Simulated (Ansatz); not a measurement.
**Geometry relaxation of WH₂OF₅ (part 2 of 2)**

Continued. System: WH₂OF₅, multiplicity 2. Method: UKS PBE/def2-SVP (Ansatz 0.2.0). The input holds or restrains some coordinates. It belongs to a series of runs on one base structure; here: pulled along the bonds that form and break, towards end A.

Geometry of the input (Å):
```
W  0.0000  0.0000  0.0000
F  0.0000  0.0000  2.1000
F  1.8500  0.0000  0.0000
F  0.0000  1.8500  0.0000
F  -1.8500  0.0000  0.0000
O  0.0000  -1.9400  0.0000
H  0.3816  -2.2771  0.8723
F  0.0000  0.0000  -1.8500
H  0.0000  0.0000  3.3200
```

Trajectory as extended XYZ, continued:
```
9
Properties=species:S:1:pos:R:3:forces:R:3 step=5 energy=-17469.09909
W     0.0237    0.0054   -0.0487    0.0713   0.0787  -0.8672
F     0.1683    0.0955    1.7915    0.1062   0.0860   0.7173
F     1.8999    0.0672   -0.1442   -0.1210   0.0562  -0.1028
F     0.0434    1.8818   -0.0602    0.0247  -0.0778   0.0265
F    -1.8385    0.0608    0.0846   -0.0658   0.0572  -0.0329
O     0.0626   -1.8557    0.0878    0.2528  -0.4160   0.5685
H     0.3699   -2.4887    0.7767   -0.1900   0.1736  -0.3933
F    -0.0968   -0.0931   -1.9006   -0.0050   0.0652  -0.2347
H    -0.2510   -0.0403    3.8554   -0.0731  -0.0229   0.3187
9
Properties=species:S:1:pos:R:3:forces:R:3 step=6 energy=-17469.16077 accepted=F
W     0.0340    0.0175   -0.0587    0.0915  -0.0354  -0.1268
F     0.2217    0.2285    1.8002    0.0201  -0.0614  -0.2128
F     1.9026    0.0912   -0.2266   -0.1202  -0.0382  -0.0507
F     0.0651    1.8904   -0.1252   -0.0312  -0.1090  -0.0442
F    -1.8291    0.0968    0.0979    0.0794  -0.0042  -0.0411
O     0.0791   -1.8414    0.1715    0.0804   0.2751   0.2043
H     0.3630   -2.5086    0.8241   -0.0499  -0.0270  -0.0925
F    -0.1228   -0.1243   -1.9162   -0.0081   0.0503   0.1507
H    -0.3320   -0.2171    3.8754   -0.0620  -0.0501   0.2131
9
Properties=species:S:1:pos:R:3:forces:R:3 step=7 energy=-17469.12851
W     0.0353   -0.0035   -0.0466   -0.0120   0.0216  -0.5602
F     0.2091    0.0705    1.8024    0.1312   0.0725   0.4074
F     1.9041    0.0799   -0.1940   -0.0623   0.0178  -0.0734
F     0.0478    1.8709   -0.0227    0.0085  -0.0714   0.0283
F    -1.8268    0.0524    0.1101   -0.0160   0.0324  -0.0404
O     0.0829   -1.8649    0.0938    0.1443  -0.1210   0.2471
H     0.3691   -2.5327    0.7489   -0.0957   0.0372  -0.1801
F    -0.1157   -0.0642   -1.9011   -0.0107   0.0180  -0.1268
H    -0.3242    0.0245    3.8515   -0.0874  -0.0071   0.2980
9
Properties=species:S:1:pos:R:3:forces:R:3 step=8 energy=-17469.15086
W     0.0470   -0.0110   -0.0416   -0.0343   0.0065  -0.3732
F     0.2572    0.0527    1.8126    0.1283   0.0554   0.1801
F     1.9083    0.0909   -0.2466   -0.0483  -0.0059  -0.0449
F     0.0513    1.8610    0.0147    0.0022  -0.0610   0.0143
F    -1.8151    0.0467    0.1333    0.0333  -0.0009  -0.0264
O     0.1049   -1.8708    0.1005    0.0852  -0.0184   0.1032
H     0.3675   -2.5785    0.7195   -0.0656   0.0301  -0.1140
F    -0.1374   -0.0418   -1.8982   -0.0054  -0.0104  -0.0020
H    -0.4022    0.0838    3.8481   -0.0953   0.0046   0.2629
9
Properties=species:S:1:pos:R:3:forces:R:3 step=9 energy=-17469.15902
W     0.0635   -0.0071   -0.0128   -0.0082  -0.0090  -0.5466
F     0.2713    0.1242    1.8360    0.1515   0.0460   0.1873
F     1.9177    0.1137   -0.2547   -0.0041  -0.0014   0.0214
F     0.0302    1.8596   -0.0194   -0.0055   0.0855   0.0288
F    -1.7999    0.0238    0.1485   -0.0227  -0.0096   0.0357
O     0.1407   -1.8538    0.1343    0.0268  -0.1961   0.1477
H     0.3052   -2.6783    0.6274   -0.0321   0.0970  -0.1016
F    -0.1322   -0.0466   -1.8697   -0.0044  -0.0073  -0.0415
H    -0.4148    0.0974    3.8527   -0.1013  -0.0051   0.2688
9
Properties=species:S:1:pos:R:3:forces:R:3 step=10 energy=-17469.16208
W     0.0756    0.0032    0.0076   -0.0548  -0.3776  -0.2246
F     0.3046    0.2011    1.8473    0.1642   0.0959   0.1789
F     1.9283    0.1148   -0.2416    0.0083   0.0227  -0.0135
F     0.0171    1.8690   -0.0579    0.0088  -0.0228  -0.0630
F    -1.7851    0.0135    0.2058   -0.0167   0.0217   0.0008
O     0.1509   -1.8430    0.2003    0.0053   0.2363  -0.1312
H     0.2830   -2.7580    0.4953   -0.0086   0.0235   0.0140
F    -0.1369   -0.0715   -1.8487    0.0012   0.0153  -0.0189
H    -0.4559    0.1038    3.8342   -0.1078  -0.0152   0.2575
9
Properties=species:S:1:pos:R:3:forces:R:3 step=11 energy=-17469.16477
W     0.0888    0.0061    0.0282   -0.0005  -0.2102  -0.4452
F     0.3704    0.2473    1.8532    0.1783   0.0796   0.2304
F     1.9365    0.1221   -0.2587   -0.0060   0.0075  -0.0046
F     0.0138    1.8685   -0.0949    0.0059   0.0010  -0.0189
F    -1.7649    0.0207    0.2795   -0.0439   0.0052   0.0149
O     0.1646   -1.8356    0.2181    0.0075   0.1495  -0.0169
H     0.2623   -2.7658    0.4739   -0.0059  -0.0133   0.0012
F    -0.1578   -0.0907   -1.8239   -0.0124   0.0058  -0.0073
H    -0.5322    0.0603    3.7669   -0.1228  -0.0252   0.2464
9
Properties=species:S:1:pos:R:3:forces:R:3 step=12 energy=-17469.16501
W     0.0910    0.0046    0.0324   -0.0091  -0.2002  -0.4285
F     0.3741    0.2476    1.8569    0.1806   0.0774   0.2226
F     1.9382    0.1234   -0.2553   -0.0013   0.0073  -0.0061
F     0.0124    1.8668   -0.0957    0.0052  -0.0129  -0.0182
F    -1.7622    0.0170    0.2889   -0.0394   0.0051   0.0127
O     0.1688   -1.8371    0.2188   -0.0041   0.2566  -0.0427
H     0.2594   -2.7723    0.4494    0.0045  -0.1173   0.0272
F    -0.1588   -0.0930   -1.8192   -0.0122   0.0071  -0.0124
H    -0.5413    0.0759    3.7661   -0.1243  -0.0231   0.2455
9
Properties=species:S:1:pos:R:3:forces:R:3 step=13 energy=-17469.15831 accepted=F
W     0.1241    0.0004    0.0784   -0.0793   0.1935  -0.3540
F     0.4846    0.2977    1.8868    0.1432   0.0267   0.0235
F     1.9590    0.1371   -0.2793   -0.0510  -0.0242   0.0126
F     0.0084    1.8565   -0.1343   -0.0042  -0.0928   0.0446
F    -1.7184    0.0053    0.4338    0.1109   0.0006  -0.0131
O     0.2134   -1.8339    0.2581    0.0310  -1.3634   0.0332
H     0.2269   -2.8321    0.2803   -0.0219   1.3233  -0.0306
F    -0.2045   -0.1204   -1.7648   -0.0005  -0.0479   0.0874
H    -0.7119    0.1222    3.6832   -0.1282  -0.0157   0.1964
9
Properties=species:S:1:pos:R:3:forces:R:3 step=14 energy=-17469.16860
W     0.1014    0.0027    0.0425   -0.0598  -0.0611  -0.4025
F     0.4017    0.2581    1.8641    0.1924   0.0746   0.1674
F     1.9438    0.1296   -0.2689    0.0009  -0.0019   0.0004
F     0.0130    1.8629   -0.1079   -0.0022  -0.0054  -0.0010
F    -1.7492    0.0139    0.3301    0.0046  -0.0023   0.0025
O     0.1857   -1.8345    0.2281    0.0016   0.0206   0.0020
H     0.2453   -2.7842    0.4146   -0.0034   0.0009  -0.0037
F    -0.1790   -0.1032   -1.8051   -0.0056  -0.0038  -0.0014
H    -0.5812    0.0876    3.7447   -0.1285  -0.0216   0.2363
9
Properties=species:S:1:pos:R:3:forces:R:3 step=15 energy=-17469.16936 accepted=F
W     0.1173   -0.0017    0.0629   -0.1333   0.0728  -0.3555
F     0.4408    0.2642    1.8796    0.2067   0.0717   0.1267
F     1.9539    0.1376   -0.2727    0.0071   0.0014  -0.0050
F     0.0064    1.8557   -0.1162   -0.0046  -0.0270   0.0115
F    -1.7285   -0.0018    0.3934    0.0558  -0.0010  -0.0118
O     0.2124   -1.8353    0.2374   -0.0009  -0.4884   0.0417
H     0.2224   -2.8092    0.3217   -0.0031   0.3891  -0.0342
F    -0.2017   -0.1194   -1.7791    0.0079  -0.0044   0.0016
H    -0.6415    0.1428    3.7154   -0.1357  -0.0141   0.2251
9
Properties=species:S:1:pos:R:3:forces:R:3 step=16 energy=-17469.16918
W     0.1087    0.0033    0.0491   -0.0836  -0.0347  -0.4052
F     0.4212    0.2640    1.8679    0.2049   0.0808   0.1634
F     1.9488    0.1331   -0.2748   -0.0043   0.0006  -0.0007
F     0.0106    1.8621   -0.1137    0.0002  -0.0085   0.0046
F    -1.7389    0.0102    0.3577    0.0096   0.0024  -0.0032
O     0.1948   -1.8325    0.2334    0.0085  -0.0297   0.0116
H     0.2344   -2.7880    0.3945   -0.0035   0.0079  -0.0056
F    -0.1899   -0.1111   -1.7957    0.0009   0.0021   0.0028
H    -0.6081    0.0918    3.7240   -0.1326  -0.0209   0.2322
```

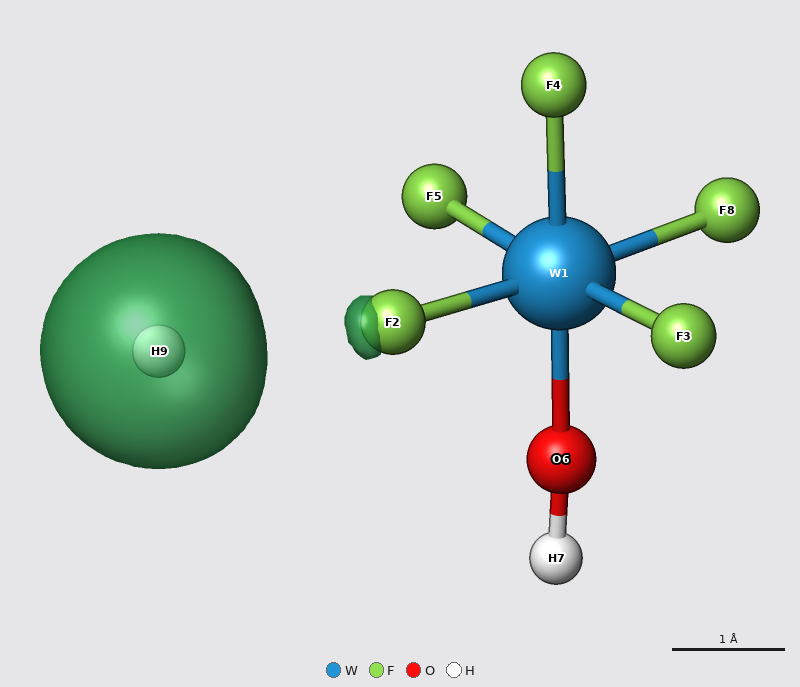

**Figure 1.** Isosurfaces of the spin density (α minus β) at +0.04 (green) and −0.04 e/Å³ (red), seen at a tilt. The unpaired spin (1 electron) lies mostly on H9 (about 0.9), in electrons by Hirshfeld's partition. Only one sign reaches the isovalue.

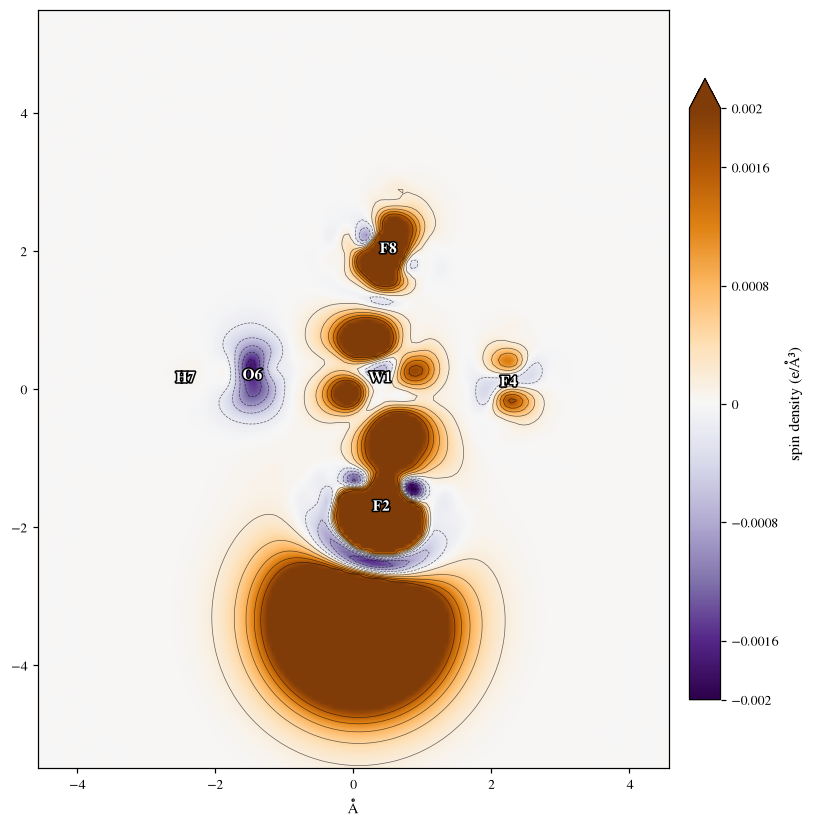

**Figure 2.** Spin density on the plane of atoms F4, W1 and F8. The section cuts through W, F, O and H sites. The unpaired spin (1 electron) lies mostly on H9 (about 0.9), in electrons by Hirshfeld's partition.

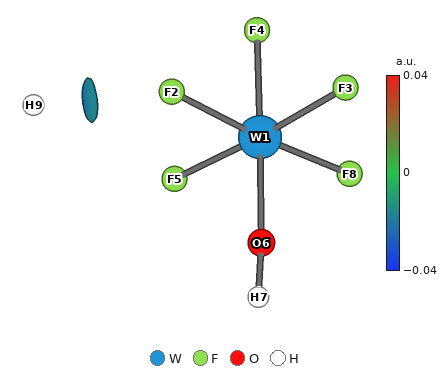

**Figure 3.** Non-covalent interaction (NCI) plot: the surface where the reduced density gradient is 0.5, for densities under 0.05 a.u., coloured by sign(λ₂)ρ; seen at a tilt.

Results in brief:

- outcome: converged under the restraints of the input
- total energy: −17469.1693 eV
- mean-field energy: −17469.1693 eV
- ⟨S²⟩: 0.750
- largest force (length of the vector) at the end, held atoms and coordinates included: 0.415 eV/Å
- wall time: 60 s (CPU time 3.8 min)
- peak memory: 0.33 GiB
